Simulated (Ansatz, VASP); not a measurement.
# CdS (Greenockite) in two plane-wave programs, part 2 of 2

Wanted: the spread between two codes on one cell, functional and k mesh. The cell is taken from a series of VASP runs on this material, whose earlier steps may have relaxed, scaled or displaced it; both programs get it as it stands. Other levels of theory on this material are compared in a session of their own. Valence electrons are named where the data sets of a main pair hold unlike numbers.

VASP 6.6.1 and Ansatz 0.2.0.

So far. Step 3 (VASP: band structure, PBE): The run ends at a pressure of 2.03 GPa, with forces up to 0.069 eV/Å.

### Step 5. VASP: band structure, r2SCAN

Level of this step: r2SCAN; plane waves and PAW (Cd, S) (VASP).

The same path points are solved in both programs, so levels can be compared one by one.

Input file INCAR:

```
SYSTEM = CdS
PREC = Accurate
ENCUT = 350
EDIFF = 1E-06
NELM = 100
ISMEAR = 0
SIGMA = 0.03
LREAL = .FALSE.
ALGO = Normal
METAGGA = R2SCAN
LASPH = .TRUE.
NBANDS = 32
LORBIT = 11
LWAVE = .FALSE.
LCHARG = .FALSE.
KPAR = 4
```

Input file POSCAR:

```
CdS
1.0
    4.1500000000      0.0000000000      0.0000000000
   -2.0750000000      3.5940054257      0.0000000000
    0.0000000000      0.0000000000      6.7370000000
Cd S
2 2
Direct
    0.6666666667      0.3333333333      0.5000000000
    0.3333333333      0.6666666667      0.0000000000
    0.6666666667      0.3333333333      0.8750000000
    0.3333333333      0.6666666667      0.3750000000
```

Input file KPOINTS:

```
Automatic mesh
0
Gamma
6 6 4
0 0 0
```

Input file KPOINTS_OPT:

```
Line mode
10
Line-mode
Reciprocal
  0.00000000   0.00000000   0.00000000 GAMMA
  0.50000000   0.00000000   0.00000000 M

  0.50000000   0.00000000   0.00000000 M
  0.33333333   0.33333333   0.00000000 K

  0.33333333   0.33333333   0.00000000 K
  0.00000000   0.00000000   0.00000000 GAMMA

  0.00000000   0.00000000   0.00000000 GAMMA
  0.00000000   0.00000000   0.50000000 A

  0.00000000   0.00000000   0.50000000 A
  0.50000000   0.00000000   0.50000000 L

  0.50000000   0.00000000   0.50000000 L
  0.33333333   0.33333333   0.50000000 H

  0.33333333   0.33333333   0.50000000 H
  0.00000000   0.00000000   0.50000000 A

  0.50000000   0.00000000   0.50000000 L
  0.50000000   0.00000000   0.00000000 M

  0.33333333   0.33333333   0.00000000 K
  0.33333333   0.33333333   0.50000000 H
```

The projector-augmented-wave data sets are Cd and S (PBE family, release 64).

Run with:

```
mpirun -np 4 vasp_std
```

Numbers of over 12 decimals in the logs are rounded to 6 here.

The log of the run:

```text
[banner, memory and clock lines left out]
running    4 mpi-ranks, on    1 nodes
[...]
|                                                                             |
|               ----> ADVICE to this user running VASP <----                  |
|                                                                             |
|     You enforced a specific xc type in the INCAR file but a different       |
|     [... a line on the potential file left out ...]
|     I HOPE YOU KNOW WHAT YOU ARE DOING!                                     |
|                                                                             |

 LDA part: xc-table for (None), standard interpolation
 POSCAR, INCAR and KPOINTS ok, starting setup
[...]
entering main loop
       N       E                     dE             d eps       ncg     rms          rms(c)
DAV:   1     0.146722424735E+03    0.14672E+03   -0.13953E+04  1360   0.771E+02
DAV:   2    -0.599778887281E+02   -0.20670E+03   -0.19777E+03  1576   0.242E+02
[...]
DAV:  13    -0.593672431260E+02   -0.13111E-04   -0.41730E-05  1408   0.343E-02    0.131E-02
DAV:  14    -0.593672434634E+02   -0.33739E-06   -0.46134E-06  1656   0.222E-02
   1 F= -.59367243E+02 E0= -.59367243E+02  d E =-.272829E-20
 Start KPOINTS_OPT (optional k-point list driver)
k-point batch [1-21\90]
       N       E                     dE             ncg
DAV:   1     0.409747844002E+03   -0.13746E+05     1368
DAV:   2    -0.381616306736E+04   -0.42259E+04     1560
DAV:   3    -0.400152787134E+04   -0.18536E+03     1616
DAV:   4    -0.400282964205E+04   -0.13018E+01     1512
DAV:   5    -0.400284727144E+04   -0.17629E-01     1680
DAV:   6    -0.400284759236E+04   -0.32092E-03     1536
DAV:   7    -0.400284759952E+04   -0.71670E-05     1584
DAV:   8    -0.400284759972E+04   -0.19538E-06     1136
[...]
k-point batch [85-90\90]
       N       E                     dE             ncg
DAV:   1     0.130331383169E+05   -0.57679E+04      384
DAV:   2     0.118656299606E+05   -0.11675E+04      432
DAV:   3     0.118172265928E+05   -0.48403E+02      464
DAV:   4     0.118169073014E+05   -0.31929E+00      456
DAV:   5     0.118169031192E+05   -0.41822E-02      472
DAV:   6     0.118169030459E+05   -0.73301E-04      448
DAV:   7     0.118169030444E+05   -0.14476E-05      432
DAV:   8     0.118169030444E+05   -0.47114E-07      336
```

Parts of OUTCAR (step 5):

```text
  Total        0.2555739      0.2555739      0.6392121      0.0000000      0.0000000      0.0000000
  in kB        4.0750577      4.0750577     10.1920646      0.0000000      0.0000000      0.0000000
  external PRESSURE =       6.1140600 kB  Pullay stress =       0.0000000 kB

 POSITION                                       TOTAL-FORCE (eV/Angst)
 -----------------------------------------------------------------------------------
      2.07500      1.19800      3.36850         0.000000      0.000000     -0.071344
     -0.00000      2.39600      0.00000         0.000000     -0.000000     -0.071344
      2.07500      1.19800      5.89487        -0.000000      0.000000      0.071344
     -0.00000      2.39600      2.52637        -0.000000     -0.000000      0.071344
 -----------------------------------------------------------------------------------
    total drift:                                0.000000      0.000000      0.010503

  FREE ENERGIE OF THE ION-ELECTRON SYSTEM (eV)
  ---------------------------------------------------
  free  energy   TOTEN  =       -59.3672434634 eV

  energy  without entropy=      -59.3672434634  energy(sigma->0) =      -59.36724346

[... 2 parts as in an earlier step ...]

[... 1 further part left out ...]
[key lines of the parts left out:]
E-fermi :   1.1300
```

The run ends at a pressure of 0.61 GPa, with forces up to 0.071 eV/Å.

### Step 6. Ansatz: band structure, r2SCAN

The same cell, functional, mesh and smearing now go to Ansatz, which takes its cutoff from its data sets.

The cell is taken from a series of VASP runs on this material, whose earlier steps may have relaxed, scaled or displaced it; both programs get it as it stands.

Input file input.yaml:

```yaml
crystal:
  lattice:
    - [4.15, 0.0, 0.0]
    - [-2.075, 3.5940054257, 0.0]
    - [0.0, 0.0, 6.737]
  atoms:
    - { symbol: Cd, position: [0.6666666667, 0.3333333333, 0.5] }
    - { symbol: Cd, position: [0.3333333333, 0.6666666667, 0.0] }
    - { symbol: S, position: [0.6666666667, 0.3333333333, 0.875] }
    - { symbol: S, position: [0.3333333333, 0.6666666667, 0.375] }
hamiltonian:
  xc: r2scan
  pseudopotentials: { kind: paw }
kpoints:
  mp_grid: { grid: [6, 6, 4] }
  band_path:
    path:
      - [0.0, 0.0, 0.0]
      - [0.16667, 0.0, 0.0]
      - [0.33333, 0.0, 0.0]
      - [0.5, 0.0, 0.0]
      - [0.46296, 0.07407, 0.0]
      - [0.40741, 0.18519, 0.0]
      - [0.35185, 0.2963, 0.0]
      - [0.2963, 0.2963, 0.0]
      - [0.18519, 0.18519, 0.0]
      - [0.07407, 0.07407, 0.0]
      - [0.0, 0.0, 0.0]
      - [0.0, 0.0, 0.16667]
      - [0.0, 0.0, 0.33333]
      - [0.0, 0.0, 0.5]
      - [0.11111, 0.0, 0.5]
      - [0.33333, 0.0, 0.5]
      - [0.5, 0.0, 0.5]
      - [0.46296, 0.07407, 0.5]
      - [0.40741, 0.18519, 0.5]
      - [0.35185, 0.2963, 0.5]
      - [0.2963, 0.2963, 0.5]
      - [0.18519, 0.18519, 0.5]
      - [0.07407, 0.07407, 0.5]
      - [0.5, 0.0, 0.5]
      - [0.5, 0.0, 0.33333]
      - [0.5, 0.0, 0.16667]
      - [0.5, 0.0, 0.0]
      - [0.33333, 0.33333, 0.11111]
      - [0.33333, 0.33333, 0.27778]
      - [0.33333, 0.33333, 0.5]
    npoints: 1
scf:
  occupations: { method: gaussian, width: 0.03 }
  n_extra_bands: 8
output:
  forces: true
  stress: true
  eigenvalues: true
```

Run with:

```
ansatz run input.yaml --threads 2 --pin off --max-ram 4608MiB --backend cpu --events-out ev --progress --plain --runs-dir out
```

The log of the run:

```text
[...]
Crystal: 4 atoms, lattice volume = 100.483 Å³
Basis set: ecut = 500 eV, 2539 PW (Γ), exchange–correlation on 128×128×200 points (64 copies of the dense FFT grid, shifted against one another)
Bands: 34, of which v1, the nominal top of the filled ones, is band 26 counted from 1 (25 counted from 0)
Symmetry: 12 space group operations
[...]
k-point 0: bands = [... 22 lower, 5.6956, 6.4209, 6.4638, 6.4638, 8.1211, 9.7215, 13.4466, 13.4466, ... 4 higher]
  k-point 1: bands = [... 22 lower, 5.8021, 5.8021, 6.3449, 6.3449, 8.9622, 9.7973, 13.2711, 13.5075, ... 4 higher]
  k-point 2: bands = [... 22 lower, 6.0673, 6.0673, 6.0673, 6.0673, 9.7647, 9.7647, 13.0929, 13.0929, ... 4 higher]
  k-point 20: bands = [... 22 lower, 4.0358, 4.0358, 5.3406, 5.3406, 11.3408, 11.3408, 12.8611, 12.8611, ... 4 higher]
[key lines of the parts left out:]
SCF converged after 6 iterations
Free energy (F): -18351.226824 eV
Fermi energy:    7.292602 eV
P = ⅓ Tr σ = 0.6880 GPa (6.880 kbar)
```

Wall time 13 s (2 threads of Arm Neoverse V1, shared host); peak memory 0.54 GiB; 26 s of CPU time.

### Step 7. Differences

What differs besides the data sets and the points named for the pairs above, as far as they apply: VASP keeps PBE cores, Ansatz makes them for the functional; the data sets hold 52 valence electrons in Ansatz (on its default PAW (the set named soft_2) files) and 36 in VASP; the cutoff is 500 eV in Ansatz and 350 eV in VASP. Total energies have different zeros and are not compared.

Both answers:

```tsv
quantity	Ansatz	VASP	difference
pressure (GPa)	0.69	0.61	+0.08
gap over the path points (eV)	1.657	1.647	+0.010
```

Forces (eV/Å; atoms numbered as in POSCAR):

```tsv
atom	Ansatz x, y, z	VASP x, y, z
Cd1	0.000, 0.000, -0.071	0.000, 0.000, -0.071
Cd2	0.000, 0.000, -0.071	0.000, 0.000, -0.071
S3	0.000, 0.000, 0.071	0.000, 0.000, 0.071
S4	0.000, 0.000, 0.071	0.000, 0.000, 0.071
```

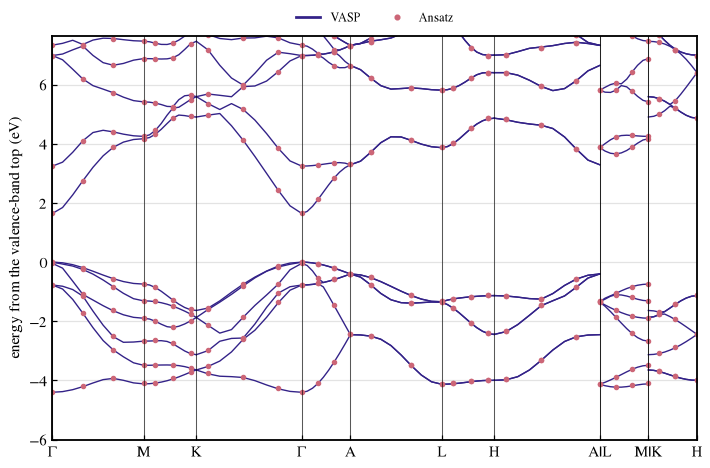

Bands from VASP (lines) and levels from Ansatz (dots). Dots without a line are higher empty bands that the VASP plot leaves out.

Levels at points of the path, from each program's valence-band top (eV; 4 filled, then empty):

```tsv
k (reciprocal lattice)	Ansatz	VASP
0.000 0.000 0.000	-0.77 -0.04 0.00 0.00 1.66 3.26 6.98	-0.77 -0.04 0.00 0.00 1.65 3.25 6.98
0.167 0.000 0.000	-1.14 -1.08 -0.24 -0.18 2.75 4.11 6.19	-1.15 -1.09 -0.25 -0.18 2.75 4.10 6.19
0.333 0.000 0.000	-2.51 -1.63 -0.82 -0.56 3.88 4.42 5.72	-2.52 -1.64 -0.83 -0.56 3.88 4.40 5.73
0.500 0.000 0.000	-2.65 -1.88 -1.30 -0.74 4.17 4.26 5.42	-2.67 -1.90 -1.31 -0.74 4.17 4.25 5.42
0.463 0.074 0.000	-2.64 -1.99 -1.33 -0.85 4.32 4.47 5.38	-2.66 -2.00 -1.34 -0.86 4.32 4.45 5.38
0.407 0.185 0.000	-2.75 -2.19 -1.48 -1.27 4.87 5.22 5.26	-2.76 -2.21 -1.49 -1.28 4.87 5.21 5.25
0.352 0.296 0.000	-3.08 -1.98 -1.74 -1.60 4.92 5.49 5.64	-3.09 -1.99 -1.75 -1.61 4.92 5.49 5.65
0.296 0.296 0.000	-2.97 -2.12 -1.59 -1.54 4.97 5.35 5.68	-2.99 -2.14 -1.60 -1.55 4.97 5.36 5.68
0.185 0.185 0.000	-2.55 -1.85 -0.80 -0.74 4.12 5.16 5.93	-2.56 -1.86 -0.80 -0.75 4.12 5.16 5.93
0.074 0.074 0.000	-1.04 -0.74 -0.16 -0.13 2.43 3.85 6.44	-1.04 -0.74 -0.16 -0.13 2.42 3.85 6.44
```

The forces differ by 0.4 meV/Å r.m.s., which is 1.0 % of the r.m.s. force of 0.041 eV/Å (both taken over all components). Among the levels compared at these points, filled levels agree within 18 meV and empty ones within 18 meV. Ansatz's pressure holds a Pulay correction of 0.05 GPa; VASP's holds none.

### Step 8. Outcome

| Item | Value |
| --- | --- |
| largest difference of a filled level at the path points (band structure, PBE) | 10 meV |
| largest difference of a filled level at the path points (band structure, r2SCAN) | 18 meV |

In words: The largest difference of a filled level at the path points is 18 meV (band structure, r2SCAN), within the 80 meV picked in this series as the mark of a large difference. The data sets hold unlike numbers of valence electrons (52 in Ansatz and 36 in VASP), so part of the differences comes from the potentials. 3 further runs of this series are not shown here. Such differences can come from data sets, numerical settings and the points named under the comparisons, not from the functional's error against experiment.

[Lines on the potential files, build, host, timing and source positions are cut from VASP's logs without a mark.]

[Logs are printed without paths, hosts, clocks, repeated set-up lines and the standing remarks that a program may print on its own settings, such as how far it seeks lower states.]

[Hosts, paths, dates, database ids (printed as entryN), source tags and the programs' standing remarks are cut or masked in the printed files.]
